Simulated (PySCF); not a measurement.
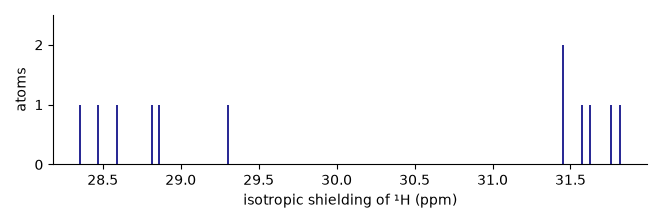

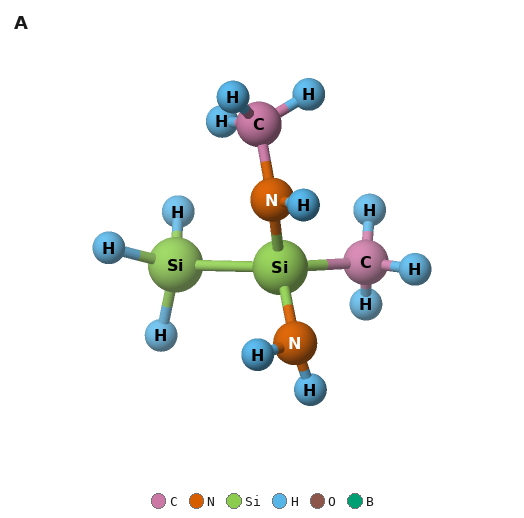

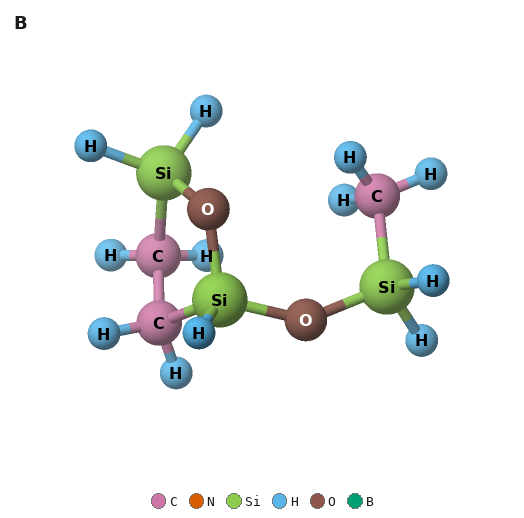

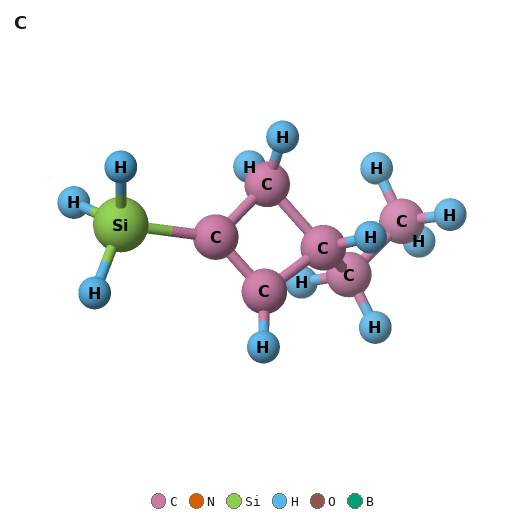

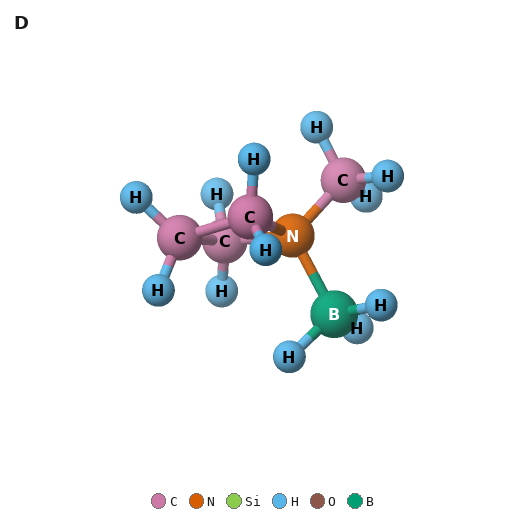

The sticks are computed shieldings of one of the molecules, for one fixed geometry (GFN2-xTB) without averaging over rotations. Low shielding means a high chemical shift. Method: GIAO PBE0/pcSseg-1 NMR shielding, non-relativistic, gas phase (PySCF 2.14.0).

> Match the spectrum to a structure.

A, `CN[Si@@](C)(N)[SiH3]`. Its 12 H atoms give lines at 28.36, 28.47, 28.59, 28.81, 28.86, 29.30, 31.45 (2 atoms), 31.57, 31.62, 31.76, 31.82 ppm.

The geometry is semi-empirical. Around B, Si such bond lengths and angles can be off by a tenth of an ångström or more and by several degrees, and values that hang on the shape move with them.
